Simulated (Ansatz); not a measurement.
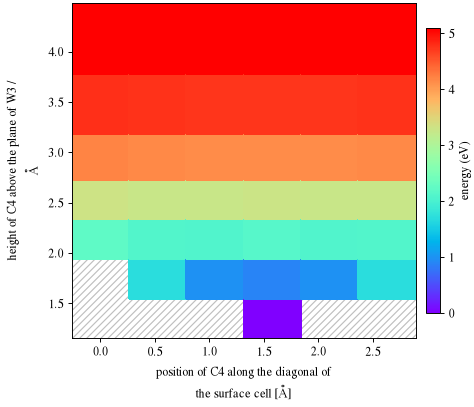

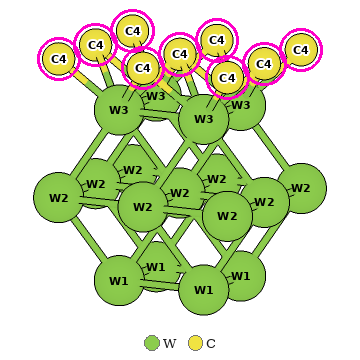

Energy landscape of C on a W(110) slab cut from the Im-3m phase, its upper half relaxed before the scan (3 atoms of substrate and one adsorbate in a 1 × 1 cell). 
- C is moved along a line over the surface and along the normal, above a rigid substrate.
- First axis: position of C4 along the diagonal of the surface cell, from above W3. Second axis: height of C4 above the plane of W3.
- The grid has 6 × 7 points; 24 points were computed and 12 follow by symmetry. At 6 points there is no value (left out of the scan, as a rule where atoms come close).
- Points are written as (first, second).
- Energies: eV, counted from the lowest grid point.
- The runs have no spin polarisation, so an open-shell adsorbate far from the surface lies too high.
- Theory: Ansatz, DFT PBEsol, scalar-relativistic, plane waves, PAW. Settings: cutoff 420 eV, k-mesh 10×10×1, gaussian smearing 0.1 eV, no spin polarisation.

The picture shows one coloured cell a grid point, hatched blanks where no value was computed. The second picture is the structure at the lowest point; rings mark the moved atoms.

> Describe this landscape.

The lowest grid point is at (1.58 Å, 1.35 Å) [nearest 2 W at 2.08 Å]. It lies at the edge of the scanned range, so the true minimum may lie outside. The highest grid point, (0.00 Å, 4.13 Å), lies 5.09 eV above the lowest.

Time for the 24 points that were run: 6.1 min on 1 thread of Intel(R) Xeon(R) Platinum 8375C CPU @ 2.90GHz (Ice Lake), with other jobs on the host.
